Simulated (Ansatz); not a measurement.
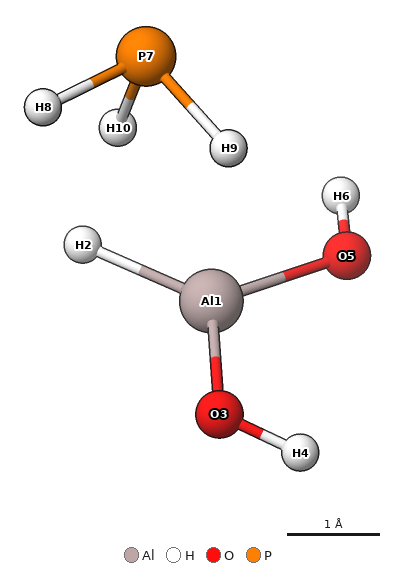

This is the input geometry for a relaxation of AlPH6O2. The picture is a ball-and-stick view, seen from a free direction.

The run prepares an end point of a later path (reaction) calculation, from a guessed geometry.

Theory: RKS PBE/6-31G* in Ansatz 0.2.0.

Input file:
```yaml
crystal:
  periodic: [false, false, false]
  atoms:
    - { symbol: Al, position_ang: [0.055807, -0.399482, 0.136038] }
    - { symbol: H, position_ang: [-0.170083, -0.381882, 1.688423] }
    - { symbol: O, position_ang: [1.672089, -0.378815, -0.470709] }
    - { symbol: H, position_ang: [1.75677, -0.490616, -1.438401] }
    - { symbol: O, position_ang: [-1.238851, -0.4429, -1.012721] }
    - { symbol: H, position_ang: [-2.144943, -0.514303, -0.662036] }
    - { symbol: P, position_ang: [-0.030145, 2.885491, 1.292327] }
    - { symbol: H, position_ang: [1.161072, 2.887144, 2.096492] }
    - { symbol: H, position_ang: [0.715365, 2.662799, 0.081449] }
    - { symbol: H, position_ang: [-0.221981, 1.483364, 1.515939] }
basis:
  gaussian: { orbitals: "6-31G*" }
hamiltonian:
  xc: pbe
relax:
  f_tol: 0.03
  max_steps: 50
```

Command:
```bash
ansatz run input.yaml --threads 1 --pin off --max-ram 2048MiB --backend cpu --events-out ev --progress --plain --runs-dir out
```

> What does the optimiser find from here?

The energy falls by 4.68 kcal/mol in 19 accepted moves (22 points after the start). Largest force component: 0.46 eV/Å at the start, 0.0088 eV/Å at the end. The line search rejected the trial steps at points 7, 16, 21 of the run. H10 moves most after the best rigid fit: 1.43 Å. By element the largest moves are H 1.43 Å, P 0.43 Å, O 0.39 Å, Al 0.19 Å. Some distances before and after: Al1–H10 2.351 → 2.873 Å, Al1–P7 3.484 → 3.535 Å, Al1–H2 1.569 → 1.591 Å, P7–H10 1.433 → 1.440 Å. Bond angles that change, for instance: Al1–O3–H4 115.3° → 117.3°. The run took 110 s on 1 thread of Arm Neoverse N1, with other jobs on the host, peak memory 0.13 GiB.

Step by step:

```
step  E − E(0), kcal/mol  largest force component, eV/Å      note
   0                0.00                         0.4601          
   1               -2.19                         0.1925          
   2               -2.81                         0.3855          
   3               -3.14                         0.4021          
   4               -3.41                         0.0975          
   5               -3.48                         0.0920          
   6               -3.63                         0.0391          
   7               -3.37                         0.6601  rejected
   8               -3.72                         0.0389          
   9               -3.79                         0.1298          
  10               -3.83                         0.2734          
  11               -3.93                         0.2398          
  12               -4.12                         0.1665          
  13               -4.15                         0.3218          
  14               -4.33                         0.2998          
  15               -4.41                         0.3339          
  16               -4.18                         0.1058  rejected
  17               -4.54                         0.2904          
  18               -4.64                         0.0584          
  19               -4.67                         0.0549          
  20               -4.68                         0.0400          
  21               -4.68                         0.0443  rejected
  22               -4.68                         0.0088
```

The structure at the end:

```xyz
10

Al    0.1949   -0.4339    0.2674
H     0.2416   -0.8014    1.8151
O     1.6946   -0.3088   -0.5787
H     1.6542   -0.1502   -1.5396
O    -1.2664   -0.2886   -0.6516
H    -2.1085   -0.4136   -0.1782
P     0.2950    3.0147    1.0378
H     0.3364    2.2046    2.2227
H     1.2988    2.2283    0.3727
H    -0.7853    2.2597    0.4591
```

After the run, drawn alike:

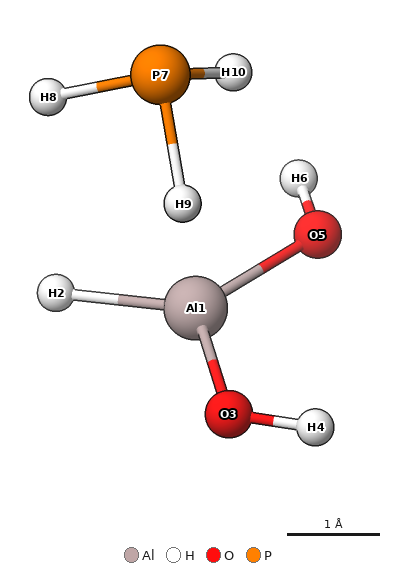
